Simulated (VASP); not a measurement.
# NaVP with SCAN: from relaxation to properties, part 2 of 5

Aim: relax NaVP, then compute properties on the relaxed cell. The cell is generated by rule, not measured, and may not be a known phase. Left out of this account: 4 further runs (self-consistent run: a volume scan without its fit; self-consistent run: a spoilt try).

VASP 6.6.1, plane waves and PAW; the level of theory is named at each step.

Still holding for the runs below: The cell holds one magnetic atom, so no antiferromagnetic order fits into it. The k-mesh is coarse for a metal.

So far: Set-up; Rough relaxation of the start cell.

## (2) Rough relaxation of the start cell (continued)

Level of this step: SCAN, spin-polarised from a ferromagnetic start (one magnetic atom a cell); plane waves and PAW (Na_pv, V_sv, P); invented cell (VASP).

Relaxation path:

| step | energy less that of the first step (eV) | largest force (eV/Å) | pressure (GPa) | volume (Å³) |
| --- | --- | --- | --- | --- |
| 1 | 0.0000 | 0.0000 | 12.88 | 63.73 |
| 2 | -0.6862 | 0.0000 | -5.49 | 80.19 |
| 3 | -0.7966 | 0.0000 | -2.11 | 75.24 |
| 4 | -0.7979 | 0.0000 | -1.64 | 74.78 |
| 5 | -0.7979 | 0.0000 | -1.55 | 74.55 |
| 6 | -0.8457 | 0.0000 | -1.06 | 72.52 |
| 7 | -0.9197 | 0.0000 | 0.24 | 66.41 |
| 8 | -0.9201 | 0.0000 | 0.11 | 66.89 |

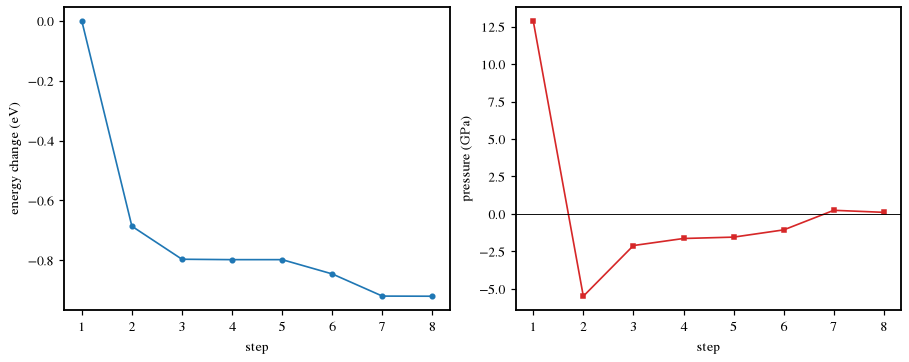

Energy and pressure along the relaxation.

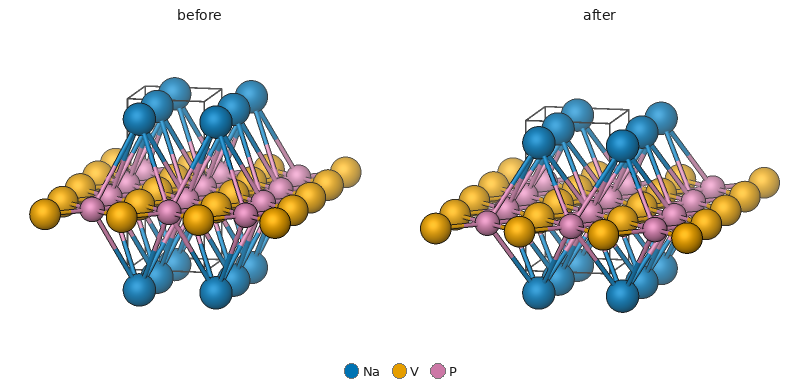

Before and after, at one scale.

| cell as run | before | after | change |
| --- | --- | --- | --- |
| a (Å) | 3.071 | 3.355 | +9.2 % |
| b (Å) | 3.071 | 3.355 | +9.2 % |
| c (Å) | 6.757 | 5.944 | -12.0 % |
| volume (Å³/atom) | 21.24 | 22.30 | +5.0 % |

Final coordinates:

```xyz
3
Lattice="3.3545 0.0000 0.0000 0.0000 3.3545 0.0000 0.0000 0.0000 5.9442" Properties=species:S:1:pos:R:3 pbc="T T T"
Na    1.6773    1.6773    0.0000
V     1.6773    1.6773    2.9721
P     0.0000    0.0000    2.9721
```

This step gave:

| Quantity | Value |
| --- | --- |
| electrons | 25 |
| bands | 20 |
| irreducible k-points | 12 |
| symmetry operations | 16 |
| free energy (TOTEN) | -32.38 eV |
| energy at zero smearing | -32.38 eV |
| Fermi energy | 4.406 eV |
| pressure | 0.1072 GPa |
| moment of the cell, from the last line of the log | 2.354 μB |
| metallic | yes |
| SCF cycles over all ionic steps | 172 |

Spin moment in the PAW sphere by atom:

| atom | spin moment in the PAW sphere (μB) |
| --- | --- |
| Na1 | 0.02 |
| V2 | 2.10 |
| P3 | -0.18 |

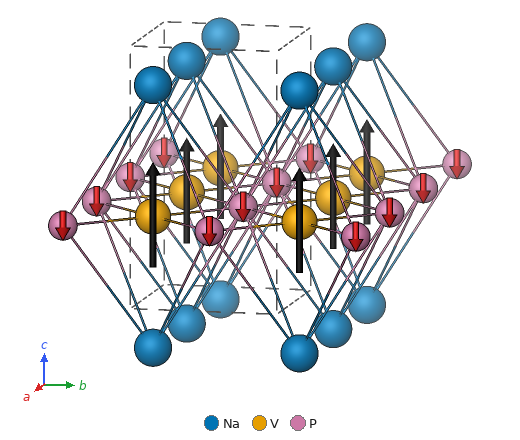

Spin moment in the PAW sphere as arrows, the longest 2.10 μB. Up and down stand for the sign. Arrows give size and sign along the axis of quantisation, drawn up and down the page. Each arrow also spans its atom, so small moments look longer than they are. The two directions have two colours. 3×2×1 cells are drawn. Some periodic images of atoms are drawn too.

It ends with forces that vanish by symmetry and a pressure of 0.11 GPa.

## (3) Relaxing cell and atoms (SCAN)

Properties are meant for the cell that this level of theory prefers, so cell and atoms are relaxed first (ISIF = 3) until forces and stress are small; EDIFFG sets the threshold.

INCAR reads:

```
SYSTEM = NaVP
PREC = Accurate
ENCUT = 400
EDIFF = 1E-06
NELM = 100
ISMEAR = -1
SIGMA = 0.05
LREAL = .FALSE.
ALGO = Normal
METAGGA = SCAN
LASPH = .TRUE.
NBANDS = 20
ISPIN = 2
MAGMOM = 0 2 0
LMAXMIX = 4
LORBIT = 11
LWAVE = .FALSE.
LCHARG = .FALSE.
IBRION = 2
NSW = 60
ISIF = 3
EDIFFG = -0.01
```

POSCAR reads:

```
NaVP
1.0
    3.3545487910      0.0000000000      0.0000000000
    0.0000000000      3.3545487910      0.0000000000
    0.0000000000      0.0000000000      5.9442316962
Na V P
1 1 1
Direct
    0.5000000000      0.5000000000      0.0000000000
    0.5000000000      0.5000000000      0.5000000000
    0.0000000000      0.0000000000      0.5000000000
```

KPOINTS reads:

```
Automatic mesh
0
Gamma
7 7 4
0 0 0
```

The projector-augmented-wave data sets are Na_pv, V_sv and P (PBE family, release 64).

Run with:

```console
$ mpirun -np 1 vasp_std
```

Log:

```text
[banner, memory and clock lines left out]
running    1 mpi-ranks, on    1 nodes
 distrk:  each k-point on    1 cores,    1 groups
 distr:  one band on    1 cores,    1 groups

 POSCAR found type information on POSCAR NaV P
 POSCAR found :  3 types and       3 ions
 [... a notice as in an earlier step ...]

 LDA part: xc-table for (None), standard interpolation
 POSCAR, INCAR and KPOINTS ok, starting setup
 FFT: planning ... GRIDC
 FFT: planning ... GRID_SOFT
 FFT: planning ... GRID
 WAVECAR not read
 entering main loop
       N       E                     dE             d eps       ncg     rms          rms(c)
DAV:   1     0.204882163382E+03    0.20488E+03   -0.13038E+04  2736   0.111E+03
DAV:   2    -0.262201901934E+02   -0.23110E+03   -0.22501E+03  2488   0.366E+02
DAV:   3    -0.381637423168E+02   -0.11944E+02   -0.11655E+02  2844   0.891E+01
DAV:   4    -0.384415336637E+02   -0.27779E+00   -0.27706E+00  2752   0.135E+01
DAV:   5    -0.384475832461E+02   -0.60496E-02   -0.60481E-02  2928   0.206E+00    0.207E+01
DAV:   6    -0.337577923894E+02    0.46898E+01   -0.34886E+01  2588   0.415E+01    0.139E+01
DAV:   7    -0.323862191268E+02    0.13716E+01   -0.20012E+01  2640   0.258E+01    0.615E+00
DAV:   8    -0.323584579245E+02    0.27761E-01   -0.14851E+00  2604   0.693E+00    0.183E+00
DAV:   9    -0.323923712731E+02   -0.33913E-01   -0.20355E-01  2620   0.274E+00    0.118E+00
DAV:  10    -0.324034560134E+02   -0.11085E-01   -0.20436E-02  2696   0.101E+00    0.425E-01
DAV:  11    -0.324078097212E+02   -0.43537E-02   -0.19898E-02  2500   0.767E-01    0.265E-01
DAV:  12    -0.324084087246E+02   -0.59900E-03   -0.40989E-03  2504   0.486E-01    0.133E-01
DAV:  13    -0.324088498846E+02   -0.44116E-03   -0.82669E-04  2540   0.190E-01    0.898E-02
DAV:  14    -0.324090341697E+02   -0.18429E-03   -0.32015E-04  2436   0.121E-01    0.429E-02
DAV:  15    -0.324091092192E+02   -0.75050E-04   -0.69869E-05  2512   0.624E-02    0.145E-02
DAV:  16    -0.324091465727E+02   -0.37354E-04   -0.25084E-05  2476   0.350E-02    0.390E-03
DAV:  17    -0.324091435815E+02    0.29912E-05   -0.46255E-06  2656   0.141E-02    0.286E-03
DAV:  18    -0.324091409558E+02    0.26258E-05   -0.21217E-06  2288   0.928E-03    0.148E-03
DAV:  19    -0.324091401232E+02    0.83263E-06   -0.38736E-07  1700   0.421E-03
   1 F= -.32409140E+02 E0= -.32405014E+02  d E =-.324091E+02  mag=     2.3444
 curvature:   0.00 expect dE= 0.000E+00 dE for cont linesearch  0.000E+00
 trial: gam= 0.00000 g(F)=  0.000E+00 g(S)=  0.565E-03 ort = 0.000E+00 (trialstep = 0.100E+01)
 search vector abs. value=  0.565E-03
 bond charge predicted
       N       E                     dE             d eps       ncg     rms          rms(c)
DAV:   1    -0.324199878247E+02   -0.10847E-01   -0.16684E-01  2644   0.497E+00    0.100E+00
DAV:   2    -0.324152657796E+02    0.47220E-02   -0.13486E-01  2636   0.281E+00    0.954E-01
DAV:   3    -0.324097915621E+02    0.54742E-02   -0.29158E-02  2504   0.125E+00    0.139E-01
DAV:   4    -0.324096804752E+02    0.11109E-03   -0.28601E-03  2564   0.385E-01    0.963E-02
DAV:   5    -0.324094647257E+02    0.21575E-03   -0.41482E-04  2500   0.180E-01    0.427E-02
DAV:   6    -0.324094968576E+02   -0.32132E-04   -0.67942E-05  2512   0.579E-02    0.262E-02
DAV:   7    -0.324095059418E+02   -0.90842E-05   -0.25517E-05  2524   0.359E-02    0.749E-03
DAV:   8    -0.324095045485E+02    0.13933E-05   -0.81683E-06  2376   0.211E-02    0.352E-03
DAV:   9    -0.324095156396E+02   -0.11091E-04   -0.14178E-06  2040   0.881E-03    0.163E-03
DAV:  10    -0.324095157678E+02   -0.12826E-06   -0.19906E-07  1376   0.339E-03
   2 F= -.32409516E+02 E0= -.32405383E+02  d E =-.375645E-03  mag=     2.3425
[...]
3 F= -.32409540E+02 E0= -.32405403E+02  d E =-.399420E-03  mag=     2.3422
 curvature:  -0.64 expect dE=-0.917E-04 dE for cont linesearch -0.548E-06
 trial: gam= 0.21570 g(F)=  0.855E-66 g(S)=  0.144E-03 ort = 0.221E-04 (trialstep = 0.105E+01)
 search vector abs. value=  0.180E-03
 bond charge predicted
       N       E                     dE             d eps       ncg     rms          rms(c)
DAV:   1    -0.324103601617E+02   -0.82027E-03   -0.26184E-02  2500   0.184E+00    0.163E-01
DAV:   2    -0.324099233301E+02    0.43683E-03   -0.15201E-03  2660   0.311E-01    0.135E-01
DAV:   3    -0.324096598271E+02    0.26350E-03   -0.56617E-04  2560   0.180E-01    0.654E-02
DAV:   4    -0.324096332057E+02    0.26621E-04   -0.21976E-04  2612   0.110E-01    0.190E-02
DAV:   5    -0.324096041303E+02    0.29075E-04   -0.27082E-05  2548   0.413E-02    0.878E-03
DAV:   6    -0.324096120735E+02   -0.79432E-05   -0.54763E-06  2460   0.164E-02    0.370E-03
DAV:   7    -0.324096044450E+02    0.76284E-05   -0.10498E-06  1980   0.704E-03    0.224E-03
DAV:   8    -0.324096034061E+02    0.10390E-05   -0.15256E-07  1260   0.281E-03    0.151E-03
DAV:   9    -0.324096013740E+02    0.20321E-05   -0.18478E-07  1260   0.320E-03    0.496E-04
DAV:  10    -0.324096007348E+02    0.63920E-06   -0.44763E-08  1232   0.165E-03
   4 F= -.32409601E+02 E0= -.32405437E+02  d E =-.611918E-04  mag=     2.3480
 trial-energy change:   -0.000061  1 .order   -0.000086   -0.000157   -0.000015
 step:   1.1674(harm=  1.1674)  dis= 0.00000  next Energy=   -32.409626 (dE=-0.868E-04)
 reached required accuracy - stopping structural energy minimisation
```

Wall time 8.3 min (1 MPI rank of Intel Xeon Platinum 8488C (Sapphire Rapids), shared host); peak memory 0.21 GiB.

From OUTCAR (step 3):

```text
  LATTYP: Found a simple tetragonal cell.
 ALAT       =     3.3545487910
 C/A-ratio  =     1.7719914261

The static configuration has the point symmetry D_4h.

 Found     30 irreducible k-points:

   k-points           NKPTS =     30   k-points in BZ     NKDIM =     30   number of bands    NBANDS=     20

   dimension x,y,z NGX =    24 NGY =   24 NGZ =   40
   dimension x,y,z NGXF=    48 NGYF=   48 NGZF=   80

   ENCUT  =  400.0 eV  29.40 Ry    5.42 a.u.   5.47  5.47  9.69*2*pi/ulx,y,z

   NELECT =      25.0000    total number of electrons

 E-fermi :   4.4265

 spin component 1
 k-point     1 :       0.0000    0.0000    0.0000
  band No.  band energies     occupation
    ...
     12       3.2799      1.00000
     13       3.6194      1.00000
     14       3.6195      1.00000
     15       4.0389      0.99957
     16       4.0390      0.99957
     17       5.4867      0.00000
     18      10.3292      0.00000
     19      10.4070      0.00000
     20      12.9866      0.00000

 k-point     2 :       0.1429    0.0000    0.0000
  band No.  band energies     occupation
    ...
     11       1.7032      1.00000
     12       2.1449      1.00000
     13       3.6598      1.00000
     14       3.7429      1.00000
     15       3.8543      0.99999
     16       5.5444      0.00000
     17       5.6193      0.00000
     18       9.9269      0.00000
     19      11.2609      0.00000
     20      12.0410      0.00000

 k-point     3 :       0.2857    0.0000    0.0000
  band No.  band energies     occupation
    ...
     11       1.1403      1.00000
     12       2.2172      1.00000
     13       3.7526      1.00000
     14       4.2007      0.98920
     15       4.2454      0.97400
     16       5.8453      0.00000
     17       7.6263      0.00000
     18       8.4617      0.00000
     19      10.0856      0.00000
     20      11.7304      0.00000

 k-point     4 :       0.4286    0.0000    0.0000
  band No.  band energies     occupation
    ...
      9      -1.9219      1.00000
     10       0.4857      1.00000
     11       0.6197      1.00000
     12       2.7436      1.00000
     13       3.8293      0.99999
     14       4.8540      0.00019
     15       5.1025      0.00000
     16       6.0493      0.00000
     17       6.7170      0.00000
     18       8.6859      0.00000
    ...

  Total        0.0036591      0.0036591     -0.0067625      0.0000000      0.0000000     -0.0000000
  in kB        0.0881536      0.0881536     -0.1629178      0.0000000      0.0000000     -0.0000000
  external PRESSURE =       0.0044631 kB  Pullay stress =       0.0000000 kB

  energy-cutoff  :      400.00
  volume of cell :       66.50
      direct lattice vectors                 reciprocal lattice vectors
     3.352998191 -0.000000000  0.000000000     0.298240543  0.000000000  0.000000000
     0.000000000  3.352998191  0.000000000     0.000000000  0.298240543  0.000000000
    -0.000000000 -0.000000000  5.915377158    -0.000000000  0.000000000  0.169050928

 POSITION                                       TOTAL-FORCE (eV/Angst)
 -----------------------------------------------------------------------------------
      1.67650      1.67650      0.00000        -0.000000     -0.000000      0.000000
      1.67650      1.67650      2.95769         0.000000      0.000000      0.000000
      3.35300     -0.00000      2.95769        -0.000000     -0.000000      0.000000
 -----------------------------------------------------------------------------------
    total drift:                                0.000000     -0.000000     -0.000000

  FREE ENERGIE OF THE ION-ELECTRON SYSTEM (eV)
  ---------------------------------------------------
  free  energy   TOTEN  =       -32.4096007348 eV

  energy  without entropy=      -32.4012730401  energy(sigma->0) =      -32.40543689

 total charge
# of ion       s       p       d       tot
------------------------------------------
    1        0.088   5.971   0.000   6.059
    2        2.227   6.170   3.146  11.543
    3        1.037   1.529   0.000   2.566
--------------------------------------------------
tot          3.351  13.670   3.146  20.168

 magnetization (x)
# of ion       s       p       d       tot
------------------------------------------
    1        0.007   0.009   0.000   0.016
    2        0.050   0.021   2.021   2.091
    3       -0.015  -0.138   0.000  -0.152
--------------------------------------------------
tot          0.042  -0.108   2.021   1.955

[... 2 parts as in an earlier step ...]

[... 11 further parts left out ...]
```

CONTCAR:

```
NaVP
   1.00000000000000
     3.3529981910584987   -0.0000000000000000    0.0000000000000000
     0.0000000000000000    3.3529981910584987    0.0000000000000000
    -0.0000000000000000   -0.0000000000000000    5.9153771581290151
  Na              V               P
     1     1     1
Direct
     0.5000000000000000    0.5000000000000000    0.0000000000000000
     0.5000000000000000    0.5000000000000000    0.5000000000000000
     1.0000000000000000    0.0000000000000000    0.5000000000000000
```

The steps of the relaxation:

| step | energy less that of the first step (eV) | largest force (eV/Å) | pressure (GPa) | volume (Å³) |
| --- | --- | --- | --- | --- |
| 1 | 0.0000 | 0.0000 | -0.23 | 66.89 |
| 2 | -0.0004 | 0.0000 | -0.01 | 66.58 |
| 3 | -0.0004 | 0.0000 | 0.05 | 66.50 |
| 4 | -0.0005 | 0.0000 | 0.00 | 66.50 |

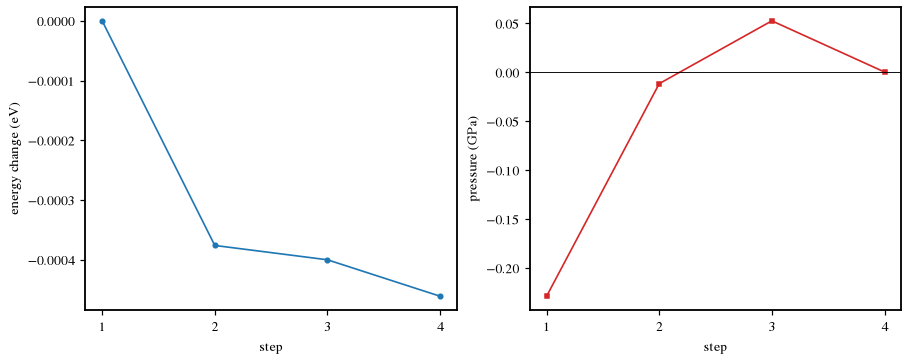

Energy and pressure along the relaxation.

| conventional cell, symmetrised | before | after | change |
| --- | --- | --- | --- |
| a (Å) | 3.355 | 3.353 | -0.0 % |
| b (Å) | 3.355 | 3.353 | -0.0 % |
| c (Å) | 5.944 | 5.915 | -0.5 % |
| volume (Å³/atom) | 22.30 | 22.17 | -0.6 % |

Final coordinates:

```xyz
3
Lattice="3.3530 0.0000 0.0000 0.0000 3.3530 0.0000 0.0000 0.0000 5.9154" Properties=species:S:1:pos:R:3 pbc="T T T"
Na    1.6765    1.6765    0.0000
V     1.6765    1.6765    2.9577
P     0.0000    0.0000    2.9577
```

Numbers from this step:

```yaml
irreducible_k_points: 30
free_energy_toten: -32.41 eV
energy_at_zero_smearing: -32.41 eV
fermi_energy: 4.426 eV
pressure: 4.46e-4 GPa
moment_of_the_cell_from_the_last_line_of_the_log: 2.348 μB
scf_cycles_over_all_ionic_steps: 47
```

Spin moment in the PAW sphere by atom:

| atom | spin moment in the PAW sphere (μB) |
| --- | --- |
| Na1 | 0.02 |
| V2 | 2.09 |
| P3 | -0.15 |

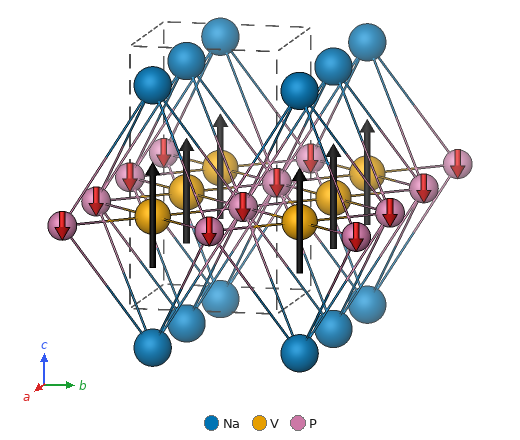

Spin moment in the PAW sphere as arrows, the longest 2.09 μB. Up and down stand for the sign. Arrows give size and sign along the axis of quantisation, drawn up and down the page. Each arrow also spans its atom, so small moments look longer than they are. The two directions have two colours. 3×2×1 cells are drawn. Some periodic images of atoms are drawn too.

It ends with forces that vanish by symmetry and a pressure of 0.00 GPa.

(Part 2 of 5 ends here.)

[Lines on the potential files, build, host, timing and source positions are cut from VASP's logs without a mark.]

[Logs are printed without paths, hosts, clocks, repeated set-up lines and the standing remarks that a program may print on its own settings, such as how far it seeks lower states.]

[Hosts, paths, dates, database ids (printed as entryN), source tags and the programs' standing remarks are cut or masked in the printed files.]

[A measured line is paired with the nearest computed mode of its activity, which favours agreement.]
